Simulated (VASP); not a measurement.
Input:

```xyz
8
Lattice="-1.7750 5.3763 5.0328 3.6859 -0.0847 3.4795 1.8006 1.8006 0.0000" Properties=species:S:1:pos:R:3 pbc="T T T"
Si    -1.2086     4.8099     4.7254
Si     0.1226     1.6780     1.3715
Si     0.6344     4.7675     6.4651
Si     1.9656     1.6357     3.1112
C      4.4490     4.5541     6.1169
C     -0.0484     3.6497     3.4594
C      2.6060     4.5965     4.3772
C      1.7945     3.6073     5.1991
```

All values below come from PBEsol GGA, VASP's PBE PAW potentials (set 64) (plane waves; VASP). Settings: 520 eV cut-off, 5×8×16 Γ-centred mesh, tetrahedra with Blöchl corrections, potentials Si C.

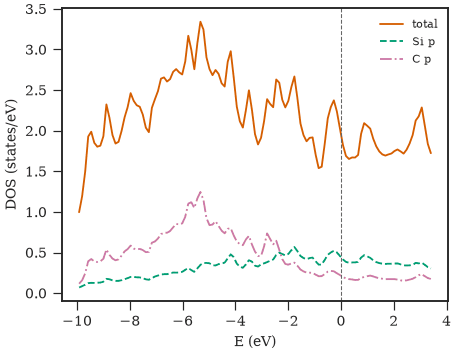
Total and projected density of states, zero at the Fermi level

Within 2 eV below the Fermi level the largest weight inside VASP's projection spheres is Si p, then C p.

It has no gap at this level: it comes out as a metal or semimetal.

The structure was generated: C4Si4 was put into an ordered model structure (R-3m), which need not be its known phase. It was relaxed first, which changed the volume by -13 %. The relaxed cell has space group C2/m.
